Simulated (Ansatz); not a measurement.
# One shape, several levels: BClF2 (chlorodifluoroborane)

Aim: a comparison of 6 runs (PBE/STO-3G, PBE0/STO-3G, UPBE0/STO-3G, r2SCAN/STO-3G, CCSDTQ/STO-3G, CCSD(T)/STO-3G) of BClF2 (chlorodifluoroborane). 

The calculation is run with Ansatz 0.2.0.

66 further runs of the same task are left out: 7 that didn't finish, 59 set aside as unsound or not needed.

## (1) Starting point

BClF2: 4 atoms, total charge 0, spin state singlet. As SMILES, `FB(F)Cl`. The B2–F1 distance was set to 2.621 Å, away from the relaxed value. At this shape a bond of the SMILES string is far longer than usual.

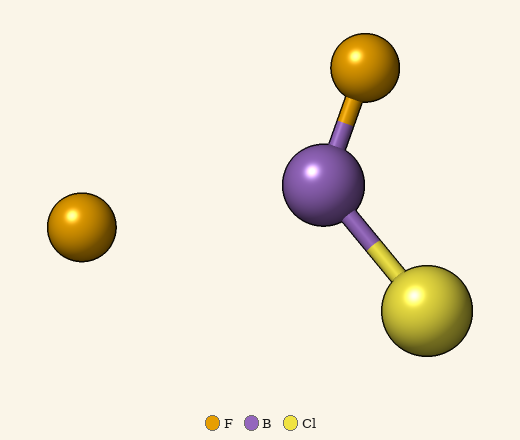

The structure, seen from a chosen angle (fluorine amber, boron purple, chlorine yellow).

## (2) A single-point energy at PBE/STO-3G (run 1)

Input file molecule.yaml:

```yaml
crystal:
  periodic: [false, false, false]
  atoms:
    - {symbol: F, position_ang: [-0.280300, -2.467300, -1.030600]}
    - {symbol: B, position_ang: [-0.067100, -0.041300, -0.062000]}
    - {symbol: F, position_ang: [-1.011600, 0.830100, -0.317700]}
    - {symbol: Cl, position_ang: [1.307900, 0.405300, 0.905700]}
basis:
  gaussian:
    orbitals: STO-3G
total_charge: 0
magnetization:
  spin_polarized: false
hamiltonian:
  xc: pbe
accuracy: high
```

On the command line:

```console
$ ansatz run molecule.yaml --threads 1 --pin off --max-ram 2610MiB --events-out events.jsonl --progress --plain --runs-dir runs
```

The program printed:

```text
Warning: RAYON_NUM_THREADS=1 ignored (pool sized by the plan → 1); use --threads N
Functional definition: PBE
  name "PBE"
  parameter kappa = 0.804
  parameter beta = 0.06672455060314922
  exchange = pbe_x(kappa = kappa, mu = beta*pi^2/3)
  correlation = pbe_c(beta = beta)
416 factors; integrals over basis functions are off by at most 3.3e-8 eV
mean field evaluation 1: about -18385.3809 eV, gradient 2.9e1 eV
mean field evaluation 2: about -18032.4664 eV, gradient 4.9e1 eV
mean field evaluation 4: about -18382.8762 eV, gradient 1.5e1 eV
mean field evaluation 8: about -18394.3897 eV, gradient 1.4e-1 eV
mean field evaluation 16: about -18375.7040 eV, gradient 1.0e1 eV
mean field -18394.38973610 eV, -675.9813546363 hartree, gradient 1.7e-8 eV, S^2 0.000000; 0 other end points of the search recorded, 0 dependent functions left out
reference -18394.38973745 eV, -675.9813546860 hartree; 20, 20 occupied and 4, 4 virtual orbitals, 416 factors
Total energy: -18394.38973745 eV, -675.9813546860 hartree
```

Wall time 1.3 s (1 thread of Arm Neoverse V1, shared host); peak memory 0.097 GiB.

## (3) A single-point energy at PBE0/STO-3G (run 2)

Input file input.yaml:

```yaml
crystal:
  periodic: [false, false, false]
  atoms:
    - symbol: F
      position_ang: [-0.280300, -2.467300, -1.030600]
    - symbol: B
      position_ang: [-0.067100, -0.041300, -0.062000]
    - symbol: F
      position_ang: [-1.011600, 0.830100, -0.317700]
    - symbol: Cl
      position_ang: [1.307900, 0.405300, 0.905700]
basis:
  gaussian:
    orbitals: STO-3G
hamiltonian:
  xc: {name: PBE0}
accuracy: high
```

On the command line:

```console
$ ansatz run input.yaml --threads 1 --pin off --max-ram 2610MiB --events-out events.jsonl --progress --plain --runs-dir runs
```

The program printed:

```text
Warning: RAYON_NUM_THREADS=1 ignored (pool sized by the plan → 1); use --threads N
Functional definition: PBE0
  name "PBE0"
  parameter a = 0.25
  parameter kappa = 0.804
  parameter beta = 0.06672455060314922
  exchange = (1 - a)*pbe_x(kappa = kappa, mu = beta*pi^2/3) + a*exact_x
  correlation = pbe_c(beta = beta)
416 factors; integrals over basis functions are off by at most 3.3e-8 eV
mean field evaluation 1: about -18386.8205 eV, gradient 2.7e1 eV
mean field evaluation 2: about -18039.8748 eV, gradient 5.9e1 eV
mean field evaluation 4: about -18396.1624 eV, gradient 9.5e0 eV
mean field evaluation 8: about -18396.1625 eV, gradient 9.5e0 eV
mean field evaluation 16: about -18396.5481 eV, gradient 2.0e-7 eV
mean field -18396.54810372 eV, -676.0606731834 hartree, gradient 1.0e-8 eV, S^2 0.000000; 0 other end points of the search recorded, 0 dependent functions left out
reference -18396.54810473 eV, -676.0606732205 hartree; 20, 20 occupied and 4, 4 virtual orbitals, 416 factors
Total energy: -18396.54810473 eV, -676.0606732205 hartree
```

Wall time 1.4 s (1 thread of Arm Neoverse V1, shared host); peak memory 0.097 GiB.

## (4) A single-point energy at UPBE0/STO-3G (run 3)

Input file run.yaml:

```yaml
crystal:
  periodic: [false, false, false]
  atoms:
    - {symbol: F, position_ang: [-0.280300, -2.467300, -1.030600]}
    - {symbol: B, position_ang: [-0.067100, -0.041300, -0.062000]}
    - {symbol: F, position_ang: [-1.011600, 0.830100, -0.317700]}
    - {symbol: Cl, position_ang: [1.307900, 0.405300, 0.905700]}
basis:
  gaussian:
    orbitals: STO-3G
magnetization:
  spin_polarized: true
  initial_magnetization: 0
hamiltonian:
  xc: {name: PBE0}
accuracy: high
```

On the command line:

```console
$ ansatz run run.yaml --threads 1 --pin off --max-ram 2610MiB --events-out events.jsonl --progress --plain --runs-dir runs
```

The program printed:

```text
Warning: RAYON_NUM_THREADS=1 ignored (pool sized by the plan → 1); use --threads N
Functional definition: PBE0
  name "PBE0"
  parameter a = 0.25
  parameter kappa = 0.804
  parameter beta = 0.06672455060314922
  exchange = (1 - a)*pbe_x(kappa = kappa, mu = beta*pi^2/3) + a*exact_x
  correlation = pbe_c(beta = beta)
416 factors; integrals over basis functions are off by at most 3.3e-8 eV
mean field evaluation 1: about -18386.8205 eV, gradient 1.9e1 eV
mean field evaluation 2: about -18039.8748 eV, gradient 4.2e1 eV
mean field evaluation 4: about -18396.1624 eV, gradient 6.7e0 eV
mean field evaluation 8: about -18396.1625 eV, gradient 6.7e0 eV
mean field evaluation 16: about -18396.5481 eV, gradient 1.4e-7 eV
mean field evaluation 32: about -18396.6626 eV, gradient 1.1e0 eV
mean field -18397.69029990 eV, -676.1026481191 hartree, gradient 3.9e-8 eV, S^2 0.843850; 8 other end points of the search recorded, 0 dependent functions left out
reference -18397.69030093 eV, -676.1026481569 hartree; 20, 20 occupied and 4, 4 virtual orbitals, 416 factors
Total energy: -18397.69030093 eV, -676.1026481569 hartree
```

Run time: 5.7 s. Hardware: 1 thread of Arm Neoverse V1, shared host; peak memory 0.14 GiB.

Runs 4 to 5 aren't shown in full; the table further down has their settings and results.

## (5) The energy at CCSD(T)/STO-3G (run 6)

Input file in.yaml:

```yaml
crystal:
  periodic: [false, false, false]
  atoms:
    - {symbol: F, position_ang: [-0.280300, -2.467300, -1.030600]}
    - {symbol: B, position_ang: [-0.067100, -0.041300, -0.062000]}
    - {symbol: F, position_ang: [-1.011600, 0.830100, -0.317700]}
    - {symbol: Cl, position_ang: [1.307900, 0.405300, 0.905700]}
basis:
  gaussian: {orbitals: STO-3G}
correlation: {method: ccsd_t, frozen_orbitals: {B: 1, Cl: 5, F: 1}}
accuracy: high
scf: {omitted_lower_state_checks: [cluster_reference, increment]}
```

On the command line:

```console
$ ansatz run in.yaml --threads 1 --pin off --max-ram 2610MiB --events-out events.jsonl --progress --plain --runs-dir runs
```

The program printed, shortened:

```text
Warning: RAYON_NUM_THREADS=1 ignored (pool sized by the plan → 1); use --threads N
Functional definition: HF
  name "HF"
[...]
416 factors; integrals over basis functions are off by at most 3.3e-8 eV
[...]
mean field -18362.77292432 eV, -674.8194582341 hartree, gradient 9.0e-9 eV, S^2 0.000000; 2 other end points of the search recorded, 0 dependent functions left out; unrestricted orbitals would lower it
8 core orbitals not correlated: weight in the atoms' cores, before any rotation towards them, 1.000 or more for the frozen orbitals, at most 0.000 for the correlated occupied ones
reference -18362.77292432 eV, -674.8194582341 hartree; 12, 12 occupied and 4, 4 virtual orbitals, 416 factors
second order -4.90494185 eV of doubles, -0.00000000 eV of singles
cycle   1  -4.04647791 eV  change    -1.4e0 eV  update   1.5e-1
[...]
cycle  38  -6.85083373 eV  change    1.3e-9 eV  update   1.2e-9
perturbative correction -0.37322813 eV, -0.0137158807 hartree
WARN: these amplitudes may be one of several solutions (largest doubles amplitude 0.66, level shift 11.88 eV)
Total energy: -18369.99698617 eV, -675.0849376107 hartree
Checks for a lower state left out: cluster_reference, increment
```

Wall time 0.36 s (1 thread of Arm Neoverse V1, shared host).

## (6) Overview of the runs

| run | level | frozen core orbitals | energy (Eh) | wall time |
| --- | --- | --- | --- | --- |
| 1 | PBE/STO-3G | – | -675.981355 | 1.3 s |
| 2 | PBE0/STO-3G | – | -676.060673 | 1.4 s |
| 3 | UPBE0/STO-3G | – | -676.102648 | 5.7 s |
| 4 | r2SCAN/STO-3G | – | -676.333546 | 3.3 s |
| 5 | CCSDTQ/STO-3G | 8 | -675.084289 | 44 s |
| 6 | CCSD(T)/STO-3G | 8 | -675.084938 | 0.36 s |

## (7) Outcome

```
                                          quantity          value
                               run 6: total energy  -675.08494 Eh
run 6: correlation energy (8 core orbitals frozen)     -265.5 mEh
                             run 6: (T) correction     -13.72 mEh
                              run 6: T1 diagnostic          0.024
```

Totals of different functionals can't be ranked against each other. In runs 5, 6 the log says that unrestricted orbitals would lower the reference, so the values rest on an unstable closed-shell determinant (other closed-shell runs at this shape may share the fault). In runs 1, 2, 3, 4, 5, 6 the basis is minimal, so the values are rough. Spin contamination of the reference: run 3 ⟨S²⟩ = 0.84. Where it is this large, the reference is a mixture of spin states, and values that rest on it are in doubt. All runs together took 56 s, the longest 44 s.
